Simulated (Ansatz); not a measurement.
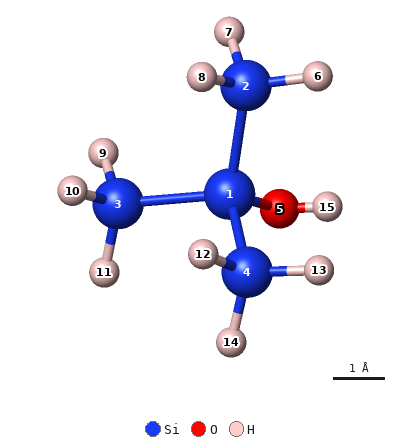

Figure 1. The structure (ball-and-stick view, seen at a tilt; atoms are numbered from 1 in the order of the input). Bond lengths as drawn: H–O 0.96 Å, H–Si 1.49 Å, O–Si 1.67 Å and Si–Si 2.34 to 2.35 Å.

# Single-point calculation of Si4H10O

The run: single-point calculation of Si4H10O. Method and program: RHF-CCSD(T), frozen core/def2-TZVPP (Ansatz 0.2.0).

The geometry comes from this level: PBE0-D4/def2-TZVP.

**The program's output**
```
Functional definition: HF
  name "HF"
  cite "Fock, Z. Phys. 61, 126 (1930) doi:10.1007/BF01340294"
  parent pbe
  exchange = exact_x
  correlation = 0
1928 factors; integrals over basis functions are off by at most 7.3e-4 eV
mean field evaluation 1: about -33642.8818 eV, gradient 3.8e1 eV
mean field evaluation 2: about -33643.2229 eV, gradient 3.9e1 eV
mean field evaluation 4: about -33647.4178 eV, gradient 4.6e0 eV
mean field evaluation 8: about -33647.5368 eV, gradient 1.5e-1 eV
mean field evaluation 16: about -33647.5370 eV, gradient 1.7e-6 eV
mean field -33647.53699303 eV, -1236.5241773742 hartree, gradient 1.7e-6 eV, S^2 0.000000; 0 other end points of the search recorded, 0 dependent functions left out
21 core orbitals not correlated: weight in the atoms' cores, before any rotation towards them, 1.000 or more for the frozen orbitals, at most 0.000 for the correlated occupied ones
reference -33647.53699303 eV, -1236.5241773742 hartree; 16, 16 occupied and 302, 302 virtual orbitals, 1928 factors
second order -20.34791979 eV of doubles, -0.00000000 eV of singles
cycle   1  -21.80340616 eV  change    -1.5e0 eV  update   1.2e-1
cycle   2  -22.50997617 eV  change   -7.1e-1 eV  update   3.8e-2
cycle   3  -22.63515369 eV  change   -1.3e-1 eV  update   1.9e-2
cycle   4  -22.62520262 eV  change    1.0e-2 eV  update   4.9e-3
cycle   5  -22.62214253 eV  change    3.1e-3 eV  update   1.9e-3
cycle   6  -22.62195558 eV  change    1.9e-4 eV  update   5.3e-4
cycle   7  -22.62162439 eV  change    3.3e-4 eV  update   1.8e-4
cycle   8  -22.62161451 eV  change    9.9e-6 eV  update   5.8e-5
cycle   9  -22.62164884 eV  change   -3.4e-5 eV  update   2.5e-5
```

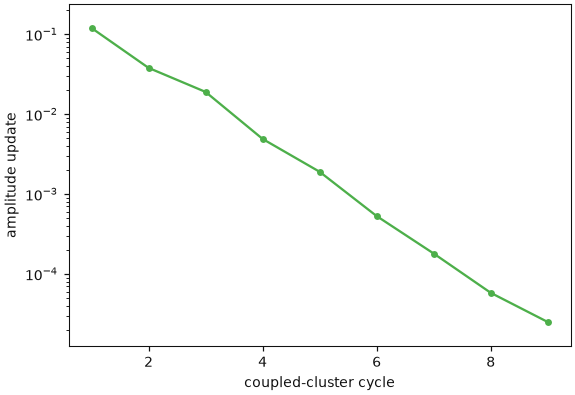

Figure 2. Convergence of the coupled-cluster equations: amplitude update against the coupled-cluster cycle. The residual falls at every step.

```
perturbative correction -0.82101818 eV, -0.0301718615 hartree
Total energy: -33670.97966005 eV, -1237.3856794969 hartree
```

This output came from the following input.

**Input**
```yaml
crystal:
  periodic: [false, false, false]
  atoms:
    - {symbol: Si, position_ang: [-0.746506, -0.694985, -0.406672]}
    - {symbol: Si, position_ang: [1.180710, -1.814687, 0.335605]}
    - {symbol: Si, position_ang: [-0.131679, 0.927450, -1.975200]}
    - {symbol: Si, position_ang: [-1.705044, 0.364172, 1.458340]}
    - {symbol: O, position_ang: [-1.816633, -1.721993, -1.165528]}
    - {symbol: H, position_ang: [0.817737, -2.910009, 1.279433]}
    - {symbol: H, position_ang: [1.939883, -2.410121, -0.797779]}
    - {symbol: H, position_ang: [2.062355, -0.851808, 1.051273]}
    - {symbol: H, position_ang: [0.537654, 0.312390, -3.152799]}
    - {symbol: H, position_ang: [0.823756, 1.859094, -1.314264]}
    - {symbol: H, position_ang: [-1.313129, 1.703508, -2.438550]}
    - {symbol: H, position_ang: [-0.679183, 1.216322, 2.119970]}
    - {symbol: H, position_ang: [-2.183053, -0.646544, 2.444475]}
    - {symbol: H, position_ang: [-2.860855, 1.217814, 1.070140]}
    - {symbol: H, position_ang: [-2.163751, -2.450150, -0.647303]}
basis:
  gaussian: {orbitals: def2-TZVPP}
correlation: {method: ccsd_t}
```

Run as:
```bash
ansatz run in.yaml --threads 4 --pin off --events-out ev --progress --plain --max-ram 41984MiB --backend cuda --devices 0, --max-vram 37GiB
```

**Key numbers**

```csv
quantity,value
outcome,converged
total energy,−33670.9797 eV
mean-field energy,−33647.5370 eV
CCSD correlation,−22.6216 eV
(T) correction,−0.8210 eV
T1 diagnostic,0.014
SCF solution under orbital rotations,stable
hardware,"4 CPU threads, shared host"
wall time,4 s (CPU time 5 s)
peak memory,1.1 GiB
```
